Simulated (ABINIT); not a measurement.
# CaC2 (R-3m): G0W0 with ABINIT, start to end, part 2 of 3

How does a plane-wave GW calculation on CaC2 (R-3m) run from the first input to the gap?

ABINIT 10.8.3; PBEsol and many-body steps on it, plane waves. Known limits of the many-body steps: not at the basis limit.

So far. Step 2 (Ground state): The gap is indirect, with the least direct gap 1.30 eV higher.

**3. Bands along the symmetry lines**

Level of this step: DFT, PBEsol, plane waves, norm-conserving pseudopotentials (ABINIT).

Levels along a band path, at the cheap level, show where the edges lie and whether the meshes to come will hold them.

Contents of run.abi:

```
acell 3*1.0 Angstrom
rprim 
  1.944397984288 1.122598699617 3.953874776707
  -1.944397984288 1.122598699617 3.953874776707
  -0.000000000000 -2.245197399304 3.953874776686
ntypat 2
znucl 20 6
natom 3
typat 1 2 2
xred 
  0.000000000000 0.000000000000 0.000000000000
  0.552915000000 0.552915000000 0.552915000000
  0.447085000000 0.447085000000 0.447085000000
pp_dirpath "pseudos"
pseudos "Ca.upf, C.upf"
ecut 37
iscf -2
irdden 1
kptopt 0
nkpt 59
kpt 
  0.00000000 0.00000000 0.00000000
  0.06250000 0.06250000 0.06250000
  0.12500000 0.12500000 0.12500000
  0.18750000 0.18750000 0.18750000
  0.25000000 0.25000000 0.25000000
  0.31250000 0.31250000 0.31250000
  0.37500000 0.37500000 0.37500000
  0.43750000 0.43750000 0.43750000
  0.50000000 0.50000000 0.50000000
  0.53494895 0.46505105 0.50000000
  0.56989789 0.43010211 0.50000000
  0.60484684 0.39515317 0.50000000
  0.63979578 0.36020422 0.50000000
  0.67474473 0.32525528 0.50000000
  0.70969367 0.29030633 0.50000000
  0.74464261 0.25535739 0.50000000
  0.77959156 0.22040844 0.50000000
  0.50000000 -0.22040844 0.22040844
  0.50000000 -0.19285739 0.19285739
  0.50000000 -0.16530633 0.16530633
  0.50000000 -0.13775528 0.13775528
  0.50000000 -0.11020422 0.11020422
  0.50000000 -0.08265317 0.08265317
  0.50000000 -0.05510211 0.05510211
  0.50000000 -0.02755105 0.02755105
  0.50000000 0.00000000 0.00000000
  0.43750000 0.00000000 0.00000000
  0.37500000 0.00000000 0.00000000
  0.31250000 0.00000000 0.00000000
  0.25000000 0.00000000 0.00000000
  0.18750000 0.00000000 0.00000000
  0.12500000 0.00000000 0.00000000
  0.06250000 0.00000000 0.00000000
  0.00000000 0.00000000 0.00000000
  0.04502553 -0.04502553 0.00000000
  0.09005106 -0.09005106 0.00000000
  0.13507658 -0.13507658 0.00000000
  0.18010211 -0.18010211 0.00000000
  0.22512764 -0.22512764 0.00000000
  0.27015317 -0.27015317 0.00000000
  0.31517869 -0.31517869 0.00000000
  0.36020422 -0.36020422 -0.00000000
  0.63979578 0.00000000 0.36020422
  0.62232131 0.00000000 0.37767869
  0.60484684 0.00000000 0.39515317
  0.58737236 0.00000000 0.41262764
  0.56989789 0.00000000 0.43010211
  0.55242342 0.00000000 0.44757658
  0.53494895 0.00000000 0.46505105
  0.51747447 0.00000000 0.48252553
  0.50000000 0.00000000 0.50000000
  0.43750000 0.00000000 0.43750000
  0.37500000 0.00000000 0.37500000
  0.31250000 0.00000000 0.31250000
  0.25000000 0.00000000 0.25000000
  0.18750000 0.00000000 0.18750000
  0.12500000 0.00000000 0.12500000
  0.06250000 0.00000000 0.06250000
  0.00000000 0.00000000 0.00000000
istwfk *1
nband 16
nbdbuf 2
tolwfr 1e-08
nstep 40
prtwf 0
prtvol 0
indata_prefix "in"
outdata_prefix "out"
tmpdata_prefix "tmp"
```

On the command line:

```bash
> OMP_NUM_THREADS=1 mpirun -n 8 abinit run.abi > log
```

Numbers of over 12 decimals in the logs are rounded to 6 here.

What it wrote:

```text
.Version 10.8.3 of ABINIT. v10.8.2 released Aug 2026.

 Symmetries : space group R-3 m (#166); Bravais hR (rhombohedral)
[... echo of the input left out ...]
== DATASET  1 ==================================================================
-   mpi_nproc: 8, omp_nthreads: 1 (-1 if OMP is not activated)

--- !DatasetInfo
iteration_state: {dtset: 1, }
dimensions: {natom: 3, nkpt: 59, mband: 16, nsppol: 1, nspinor: 1, nspden: 1, mpw: 3784, }
cutoff_energies: {ecut:  37.0, pawecutdg:  -1.0, }
electrons: {nelect:   1.80000000E+01, charge:   0.00000000E+00, occopt:   1.00000000E+00, tsmear:   1.00000000E-02, }

 Real(R)+Recip(G) space primitive vectors, cartesian coordinates (Bohr,Bohr^-1):
 R(1)=  3.6743797  2.1214041  7.4717405  G(1)=  0.1360774  0.0785643  0.0446125
 R(2)= -3.6743797  2.1214041  7.4717405  G(2)= -0.1360774  0.0785643  0.0446125
 R(3)=  0.0000000 -4.2428082  7.4717405  G(3)=  0.0000000 -0.1571286  0.0446125
 Unit cell volume ucvol=  3.4944631E+02 bohr^3
 Angles (23,13,12)=  5.06350386E+01  5.06350386E+01  5.06350386E+01 degrees

 getcut: wavevector=  0.0000  0.0000  0.0000  ngfft=  48  48  48
         ecut(hartree)=     37.000   => boxcut(ratio)=   2.04037

--- Pseudopotential description ------------------------------------------------
- Ca Generated using ONCVPSP code by D. R. Hamann
- 20.00000  10.00000  180301                  znucl, zion, pspdat
12 -116133 2 -1 1746                          pspcod,pspxc,lmax,lloc,mmax
     nproj     2     2     2
  pspatm : epsatm=   12.46101000
         --- l  ekb(1:nproj) -->
             0   10.054847    0.973777
             1    2.998958    0.458102
             2   -3.447298   -1.091650
 pspatm: atomic psp has been read  and splines computed

- C Generated using ONCVPSP code by D. R. Hamann
-  6.00000   4.00000  180301                  znucl, zion, pspdat
12 -116133 1 -1 1248                          pspcod,pspxc,lmax,lloc,mmax
     nproj     2     2     0
  pspatm : epsatm=    4.34909242
         --- l  ekb(1:nproj) -->
[...]
pspatm: atomic psp has been read  and splines computed

--------------------------------------------------------------------------------

================================================================================
 prteigrs : about to open file out_EIG
 Non-SCF case, kpt    1 (  0.00000  0.00000  0.00000), residuals and eigenvalues=
  7.25E-09  4.26E-09  3.92E-09  6.84E-09  5.20E-09  6.63E-09  8.40E-09  3.88E-09
  7.02E-09  2.10E-09  8.00E-09  6.52E-09  3.67E-09  8.08E-09  1.53E-06  1.18E-06
 -1.3386E+00 -6.4548E-01 -6.4063E-01 -6.4063E-01 -3.6657E-01 -1.0925E-02
 -8.6988E-03  6.3629E-02  6.3629E-02  2.0688E-01  2.0688E-01  2.4881E-01
  2.9621E-01  2.9621E-01  4.0518E-01  4.6377E-01
 Non-SCF case, kpt    2 (  0.06250  0.06250  0.06250), residuals and eigenvalues=
  4.85E-09  2.95E-09  3.55E-09  5.84E-09  7.15E-09  8.38E-09  7.54E-09  5.19E-09
[...]
2.9703E-01  2.9703E-01  4.0132E-01  4.6626E-01
 Non-SCF case, kpt    3 (  0.12500  0.12500  0.12500), residuals and eigenvalues=
[...]
2.9946E-01  2.9946E-01  3.9125E-01  4.6853E-01
[...]
Non-SCF case, kpt   58 (  0.06250  0.00000  0.06250), residuals and eigenvalues=
[...]
Non-SCF case, kpt   59 (  0.00000  0.00000  0.00000), residuals and eigenvalues=
[...]
-1.3386E+00 -6.4548E-01 -6.4063E-01 -6.4063E-01 -3.6657E-01 -1.0925E-02
 -8.6988E-03  6.3629E-02  6.3629E-02  2.0688E-01  2.0688E-01  2.4881E-01
[...]
--- !ResultsGS
iteration_state: {dtset: 1, }
comment   : Summary of ground state results
lattice_vectors:
- [  3.6743797,   2.1214041,   7.4717405, ]
- [ -3.6743797,   2.1214041,   7.4717405, ]
- [ -0.0000000,  -4.2428082,   7.4717405, ]
lattice_lengths: [   8.59234,    8.59234,    8.59234, ]
lattice_angles: [ 50.635,  50.635,  50.635, ] # degrees, (23, 13, 12)
lattice_volume:   3.4944631E+02
convergence: {deltae:  0.000E+00, res2:  0.000E+00, residm:  9.977E-09, diffor:  0.000E+00, }
etotal    :  -5.06387971E+01
entropy   :   0.00000000E+00
fermie    :   9.40858063E-02
cartesian_stress_tensor: null
pressure_GPa: null
xred      :
- [  0.0000E+00,   0.0000E+00,   0.0000E+00, Ca]
- [  5.5292E-01,   5.5292E-01,   5.5292E-01,  C]
- [  4.4709E-01,   4.4709E-01,   4.4709E-01,  C]
cartesian_forces: null
force_length_stats: {min: null, max: null, mean: null, }

 Integrated electronic density in atomic spheres:
 ------------------------------------------------
 Atom  Sphere_radius  Integrated_density
[...]
================================================================================

 ----iterations are completed or convergence reached----

 Mean square residual over all n,k,spin=   59.388E-10; max=  99.774E-10
 reduced coordinates (array xred) for    3 atoms
[...]
0.552915000000      0.552915000000      0.552915000000
       0.447085000000      0.447085000000      0.447085000000

 cartesian coordinates (angstrom) at end:
[...]
2     -0.000000    -3.87e-11     6.558470
    3      0.000000    -3.13e-11     5.303154
 length scales=  1.889726125908  1.889726125908  1.889726125908 bohr
              =  1.000000000000  1.000000000000  1.000000000000 angstroms
 prteigrs : about to open file out_EIG
 Eigenvalues (hartree) for nkpt=  59  k points:
 kpt#   1, nband= 16, wtk=  1.00000, kpt=  0.0000  0.0000  0.0000 (reduced coord)
[...]
kpt#   2, nband= 16, wtk=  1.00000, kpt=  0.0625  0.0625  0.0625 (reduced coord)
[...]
kpt#   3, nband= 16, wtk=  1.00000, kpt=  0.1250  0.1250  0.1250 (reduced coord)
[...]
kpt#  58, nband= 16, wtk=  1.00000, kpt=  0.0625  0.0000  0.0625 (reduced coord)
[...]
kpt#  59, nband= 16, wtk=  1.00000, kpt=  0.0000  0.0000  0.0000 (reduced coord)
  -1.33865   -0.64548   -0.64063   -0.64063   -0.36657   -0.01092   -0.00870    0.06363
   0.06363    0.20688    0.20688    0.24881    0.29621    0.29621    0.40518    0.46377

== END DATASET(S) ==============================================================
================================================================================

 -outvars: echo values of variables after computation  --------
            nband          16
             nkpt          59
          spgroup         166
 [... the other variables as echoed above ...]

 Calculation completed.
```

Elapsed: 14 s, on 8 MPI ranks of Arm Neoverse V1, shared host; peak memory 0.57 GiB.

Numbers from this step:

- gap: 2.585 eV
- k of the valence top: 0.5, 0.5, 0.5
- k of the conduction bottom: 0.5, 0, 0.5
- least direct gap: 3.890 eV

The gap is 2.585 eV, as in the run before at this level.

Electronic bands along the path, in eV, zero at the top of the highest filled band:

```csv
point,band 6,band 7,band 8,band 9,band 10,band 11,band 12,band 13
Γ,-2.86,-2.80,-0.83,-0.83,3.07,3.07,4.21,5.50
T,-5.14,-1.51,-1.51,0.00,5.54,5.69,5.90,5.90
H2,-3.78,-2.18,-2.05,-0.94,3.25,4.16,5.59,6.37
jump to H0,-3.78,-2.18,-2.05,-0.94,3.25,4.16,5.59,6.37
L,-3.93,-2.79,-1.55,-1.18,4.93,5.07,5.11,6.21
Γ,-2.86,-2.80,-0.83,-0.83,3.07,3.07,4.21,5.50
S0,-3.70,-2.19,-2.06,-1.11,3.25,4.28,5.67,6.38
jump to S2,-3.70,-2.19,-2.06,-1.11,3.25,4.28,5.67,6.38
F,-3.72,-2.14,-1.33,-1.31,2.59,3.99,4.74,6.89
Γ,-2.86,-2.80,-0.83,-0.83,3.07,3.07,4.21,5.50
```

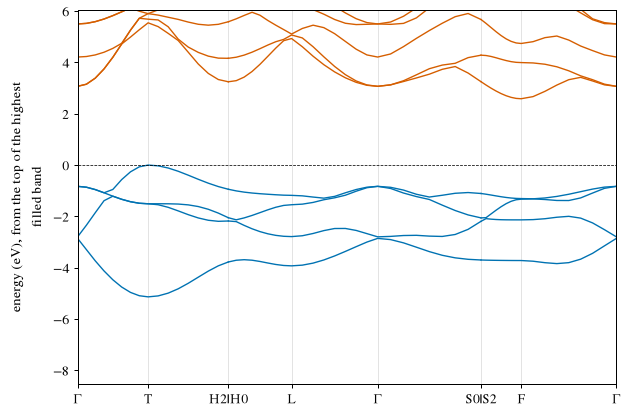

Electronic bands along the path; lines of filled and empty bands in two colours.

**4. Empty states on the mesh, 4×4×4 mesh, 42 bands**

The sums over transitions need many empty states on a uniform mesh; this step solves for them.

Contents of run.abi:

```
acell 3*1.0 Angstrom
rprim 
  1.944397984288 1.122598699617 3.953874776707
  -1.944397984288 1.122598699617 3.953874776707
  -0.000000000000 -2.245197399304 3.953874776686
ntypat 2
znucl 20 6
natom 3
typat 1 2 2
xred 
  0.000000000000 0.000000000000 0.000000000000
  0.552915000000 0.552915000000 0.552915000000
  0.447085000000 0.447085000000 0.447085000000
pp_dirpath "pseudos"
pseudos "Ca.upf, C.upf"
ecut 37
ngkpt 4 4 4
nshiftk 1
shiftk 0 0 0
kptopt 1
chksymbreak 0
iscf -2
irdden 1
istwfk *1
nband 42
nbdbuf 4
tolwfr 1e-09
nstep 60
prtvol 0
indata_prefix "in"
outdata_prefix "out"
tmpdata_prefix "tmp"
```

What it wrote:

```text
.Version 10.8.3 of ABINIT. v10.8.2 released Aug 2026.

 Symmetries : space group R-3 m (#166); Bravais hR (rhombohedral)
[... echo of the input left out ...]
== DATASET  1 ==================================================================
-   mpi_nproc: 8, omp_nthreads: 1 (-1 if OMP is not activated)
-    --> not optimal distribution: autoparal keyword recommended in input file <--

--- !DatasetInfo
iteration_state: {dtset: 1, }
dimensions: {natom: 3, nkpt: 13, mband: 42, nsppol: 1, nspinor: 1, nspden: 1, mpw: 3777, }
cutoff_energies: {ecut:  37.0, pawecutdg:  -1.0, }
electrons: {nelect:   1.80000000E+01, charge:   0.00000000E+00, occopt:   1.00000000E+00, tsmear:   1.00000000E-02, }

 Real(R)+Recip(G) space primitive vectors, cartesian coordinates (Bohr,Bohr^-1):
 R(1)=  3.6743797  2.1214041  7.4717405  G(1)=  0.1360774  0.0785643  0.0446125
 R(2)= -3.6743797  2.1214041  7.4717405  G(2)= -0.1360774  0.0785643  0.0446125
 R(3)=  0.0000000 -4.2428082  7.4717405  G(3)=  0.0000000 -0.1571286  0.0446125
 Unit cell volume ucvol=  3.4944631E+02 bohr^3
 Angles (23,13,12)=  5.06350386E+01  5.06350386E+01  5.06350386E+01 degrees

 getcut: wavevector=  0.0000  0.0000  0.0000  ngfft=  48  48  48
         ecut(hartree)=     37.000   => boxcut(ratio)=   2.04037

--- Pseudopotential description ------------------------------------------------
- Ca Generated using ONCVPSP code by D. R. Hamann
- 20.00000  10.00000  180301                  znucl, zion, pspdat
12 -116133 2 -1 1746                          pspcod,pspxc,lmax,lloc,mmax
     nproj     2     2     2
  pspatm : epsatm=   12.46101000
         --- l  ekb(1:nproj) -->
             0   10.054847    0.973777
             1    2.998958    0.458102
             2   -3.447298   -1.091650
 pspatm: atomic psp has been read  and splines computed

- C Generated using ONCVPSP code by D. R. Hamann
-  6.00000   4.00000  180301                  znucl, zion, pspdat
12 -116133 1 -1 1248                          pspcod,pspxc,lmax,lloc,mmax
     nproj     2     2     0
  pspatm : epsatm=    4.34909242
         --- l  ekb(1:nproj) -->
[...]
pspatm: atomic psp has been read  and splines computed

--------------------------------------------------------------------------------

================================================================================
 prteigrs : about to open file out_EIG
 Non-SCF case, kpt    1 (  0.00000  0.00000  0.00000), residuals and eigenvalues=
  5.24E-10  9.07E-10  5.17E-10  6.79E-10  2.35E-10  3.93E-10  4.71E-10  3.88E-10
  9.36E-10  1.96E-10  3.05E-10  3.98E-10  1.29E-10  1.41E-10  5.20E-10  2.42E-10
  1.63E-10  4.01E-10  3.78E-10  6.94E-10  4.96E-10  8.96E-10  1.84E-10  5.65E-10
[...]
3.11E-05  3.03E-05
 -1.3386E+00 -6.4548E-01 -6.4063E-01 -6.4063E-01 -3.6657E-01 -1.0925E-02
 -8.6988E-03  6.3629E-02  6.3629E-02  2.0688E-01  2.0688E-01  2.4881E-01
  2.9621E-01  2.9621E-01  4.0518E-01  4.6375E-01  4.7049E-01  4.7049E-01
  6.3123E-01  6.4584E-01  6.5767E-01  6.5767E-01  6.8590E-01  6.8590E-01
  9.0105E-01  9.0105E-01  9.1835E-01  9.2079E-01  9.3798E-01  9.3798E-01
  1.0068E+00  1.0068E+00  1.0731E+00  1.2336E+00  1.2756E+00  1.2931E+00
  1.2931E+00  1.3489E+00  1.3489E+00  1.3756E+00  1.3756E+00  1.3846E+00
 prteigrs : prtvol=0 or 1, do not print more k-points.

--- !ResultsGS
iteration_state: {dtset: 1, }
comment   : Summary of ground state results
lattice_vectors:
- [  3.6743797,   2.1214041,   7.4717405, ]
- [ -3.6743797,   2.1214041,   7.4717405, ]
- [ -0.0000000,  -4.2428082,   7.4717405, ]
lattice_lengths: [   8.59234,    8.59234,    8.59234, ]
lattice_angles: [ 50.635,  50.635,  50.635, ] # degrees, (23, 13, 12)
lattice_volume:   3.4944631E+02
convergence: {deltae:  0.000E+00, res2:  0.000E+00, residm:  9.933E-10, diffor:  0.000E+00, }
etotal    :  -5.06387971E+01
entropy   :   0.00000000E+00
fermie    :   9.40858063E-02
cartesian_stress_tensor: null
pressure_GPa: null
xred      :
- [  0.0000E+00,   0.0000E+00,   0.0000E+00, Ca]
- [  5.5292E-01,   5.5292E-01,   5.5292E-01,  C]
- [  4.4709E-01,   4.4709E-01,   4.4709E-01,  C]
cartesian_forces: null
force_length_stats: {min: null, max: null, mean: null, }

 Integrated electronic density in atomic spheres:
 ------------------------------------------------
 Atom  Sphere_radius  Integrated_density
[...]
================================================================================

 ----iterations are completed or convergence reached----

 Mean square residual over all n,k,spin=   46.681E-11; max=  99.331E-11
 reduced coordinates (array xred) for    3 atoms
[...]
0.552915000000      0.552915000000      0.552915000000
       0.447085000000      0.447085000000      0.447085000000

 cartesian coordinates (angstrom) at end:
    1      0.000000     0.000000     0.000000
    2     -0.000000    -3.87e-11     6.558470
    3      0.000000    -3.13e-11     5.303154
 length scales=  1.889726125908  1.889726125908  1.889726125908 bohr
              =  1.000000000000  1.000000000000  1.000000000000 angstroms
 prteigrs : about to open file out_EIG
 Eigenvalues (hartree) for nkpt=  13  k points:
 kpt#   1, nband= 42, wtk=  0.01563, kpt=  0.0000  0.0000  0.0000 (reduced coord)
[...]
0.90105    0.90105    0.91835    0.92079    0.93798    0.93798    1.00677    1.00677
   1.07311    1.23356    1.27560    1.29312    1.29312    1.34887    1.34887    1.37557
   1.37564    1.38459
 prteigrs : prtvol=0 or 1, do not print more k-points.

== END DATASET(S) ==============================================================
================================================================================

 -outvars: echo values of variables after computation  --------
            nband          42
             nkpt          13
          spgroup         166
 [... the other variables as echoed above ...]

 Calculation completed.
```

The job ended after 8.4 s (8 MPI ranks; peak memory 0.56 GiB).

This step gave:

| Property | Result |
| --- | --- |
| gap | 2.585 eV |
| k of the valence top | 0.5, 0.5, 0.5 |
| k of the conduction bottom | 0.5, 0.5, 0 |
| least direct gap | 3.890 eV |
| k points computed | 13 |
| lowest point of the top converged band, above the valence top | 30.94 eV |

On this mesh the gap is 2.585 eV.

**5. Screening, 4×4×4 mesh, 38 bands, screening to 87.1 eV**

The RPA dielectric matrix is built and inverted for each q.

This step: RPA screening on PBEsol, plane waves, norm-conserving pseudopotentials.

run.abi: that of step 4 with these lines changed.

```diff
@@ -21,10 +21,11 @@
 chksymbreak 0
-iscf -2
-irdden 1
 istwfk *1
-nband 42
-nbdbuf 4
-tolwfr 1e-09
-nstep 60
-prtvol 0
+occopt 1
+irdwfk 1
+optdriver 3
+nband 38
+ecuteps 3.2
+inclvkb 2
+awtr 1
+symchi 1
 indata_prefix "in"
```

What it wrote:

```text
.Version 10.8.3 of ABINIT. v10.8.2 released Aug 2026.

 Symmetries : space group R-3 m (#166); Bravais hR (rhombohedral)
[... echo of the input left out ...]
== DATASET  1 ==================================================================
-   mpi_nproc: 8, omp_nthreads: 1 (-1 if OMP is not activated)

--- !DatasetInfo
iteration_state: {dtset: 1, }
dimensions: {natom: 3, nkpt: 13, mband: 38, nsppol: 1, nspinor: 1, nspden: 1, mpw: 3777, }
cutoff_energies: {ecut:  37.0, pawecutdg:  -1.0, }
electrons: {nelect:   1.80000000E+01, charge:   0.00000000E+00, occopt:   1.00000000E+00, tsmear:   1.00000000E-02, }

 SCREENING: Calculation of the susceptibility and dielectric matrices

 Based on a program developped by R.W. Godby, V. Olevano, G. Onida, and L. Reining.
 Incorporated in ABINIT by V. Olevano, G.-M. Rignanese, and M. Torrent.
.Using double precision arithmetic ; gwpc =  8

[... cell and pseudopotentials left out ...]
--------------------------------------------------------------------------------

 ==== K-mesh for the wavefunctions ====
 Number of points in the irreducible wedge :    13
[... list of points left out ...]
 Together with 12 symmetry operations and time-reversal symmetry
 yields    64 points in the full Brillouin Zone.

 ==== Q-mesh for the screening function ====
 Number of points in the irreducible wedge :    13
[... list of points left out ...]
 Together with 12 symmetry operations and time-reversal symmetry
 yields    64 points in the full Brillouin Zone.

 setmesh: FFT mesh size selected  =    32x   32x   32
          total number of points  =        32768

 vcoul_init : cutoff-mode = AUXILIARY_FUNCTION
 q-points for optical limit:   1
     1)      0.000010    0.000020    0.000030

- screening: taking advantage of time-reversal symmetry
- Maximum band index for partially occupied states nbvw = 9
- Remaining bands to be divided among processors   nbcw = 29
- Number of bands treated by each node ~3

 Number of electrons calculated from density =   18.0000; Expected =   18.0000
 average of density, n =  0.051510
 r_s =    1.6673
 omega_plasma =   21.8928 [eV]

 calculating chi0 at frequencies [eV] :
  1    0.000000E+00    0.000000E+00
  2    0.000000E+00    2.189282E+01

--------------------------------------------------------------------------------
  q-point number  1        q = ( 0.000000, 0.000000, 0.000000) [r.l.u.]
--------------------------------------------------------------------------------
[... chi0 elements left out ...]
 For q-point:  0.000010 0.000020 0.000030
  dielectric constant =   3.7910
  dielectric constant without local fields =   4.6949

  Average fulfillment of the sum rule on Im[epsilon] for q-point    1 :     46.38  [%]
[... wings left out ...]
  q-point number  2        q = ( 0.250000, 0.000000, 0.000000) [r.l.u.]
--------------------------------------------------------------------------------
[... chi0 elements left out ...]
  Average fulfillment of the sum rule on Im[epsilon] for q-point    2 :     63.09  [%]

 [... 11 further q-points ...]
```

Elapsed: 11 s, on 8 MPI ranks; peak memory 1.4 GiB; 87 s of CPU time.

This step gave:

```yaml
eps_infinity_with_local_fields_on_this_mesh_along_the_program_s_q_direction: 3.791
the_same_without_local_fields: 4.695
plasma_frequency: 21.89 eV
plane_waves_in_the_screening_matrix: 97
```

Local fields lower ε∞ by 19 %.

(Part 2 of 3 ends here.)

[Paths, hosts, dates, memory and timing lines, banners, echoed tables and standing remarks are left out of the program output.]

[Logs are printed without paths, hosts, clocks, repeated set-up lines and the standing remarks that a program may print on its own settings, such as how far it seeks lower states.]

[Runs of the session that timed out or met a known fault of the program may be left out.]

[Hosts, paths, dates, database ids (printed as entryN), source tags and the programs' standing remarks are cut or masked in the printed files.]

[G0W0 gaps are taken among the corrected bands and points alone; a level outside them can change the order at an edge.]

[Where Ansatz stands beside ABINIT at settings called matched, ABINIT's density can come from a denser mesh and the files from another edition; pairs whose starting gaps differed by over 0.03 eV were left out, so agreement reads better than it is.]
